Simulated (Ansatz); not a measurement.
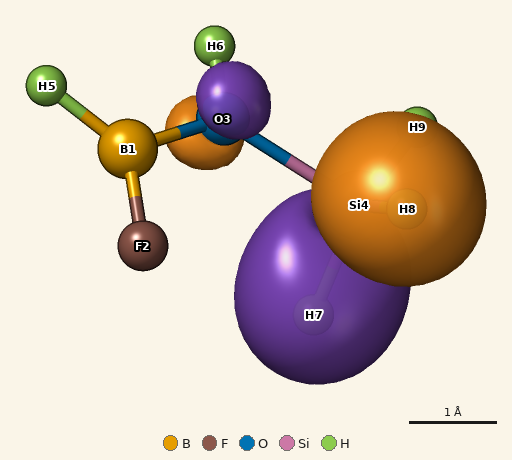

Figure. BFH₅OSi (SMILES FB[OH+][SiH3]) (charge +1). The HOMO at ±0.15 Å⁻³ᐟ² (orange and purple are the two phases), seen at an oblique angle.

Geometry: PBE0-D3(BJ)/def2-SVP.

Method: Ansatz, isolated molecule in a Gaussian basis; Kohn-Sham density functional theory, functional PBE0.

```xyz
9

B     0.6353    1.3259    0.3727
F     0.3617    0.0651    0.3611
O    -0.4632    2.1373   -0.0495
Si   -2.1577    1.5254   -0.5814
H     1.6596    1.8513    0.6843
H    -0.2947    3.0974   -0.0540
H    -2.6273    0.8327    0.6340
H    -1.8252    0.6785   -1.7432
H    -2.7736    2.8354   -0.8742
```

Question: Where does this orbital lie, and at what energy?

Answer: Its weight (Hirshfeld) is mainly on Si4 (about 40 %), H8 (about 25 %), H7 (about 25 %) and O3 (about 5 %). Its energy is −15.54 eV.
